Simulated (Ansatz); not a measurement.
The parent structure is WGe in the rock salt structure (space group Fm-3m, No. 225; a = 5.1558 Å; a hypothetical phase, not in the database extracts checked).

Structures relaxed with Kohn–Sham DFT with the PBE functional, run in Ansatz (a first-principles code) with PAW and 420 eV plane waves, scalar-relativistic without spin-orbit coupling.

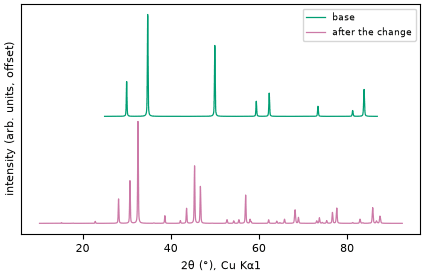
Fig. 1. Simulated powder patterns before (top) and after one change

Q: Which change produced these results?
A) x(Pb) = 0.75, 8 atoms, Cmmm
B) x(Pb) = 0.333, 6 atoms, I4/mmm
C) x(Pb) = 0.333, 6 atoms, P-3m1
D) x(Pb) = 0.75, 8 atoms, I4/mmm

A: D, x(Pb) = 0.75, 8 atoms, I4/mmm. Its volume per atom is 21.92 Å³ against 17.13 Å³, and its space group is I4/mmm (No. 139).

Each cell is one ordered arrangement of few atoms, which overstates ordering effects compared with a random alloy. Whether these cells are dynamically stable was not tested. All final runs are without spin polarisation. Pb3W4Ge, WGe and PbW3Ge2 have a high density of states at the Fermi level and may be magnetic at this level. Under x(Pb) = 0.333, 6 atoms, P-3m1 and x(Pb) = 0.75, 8 atoms, Cmmm the cell changed shape so far that it is another structure.
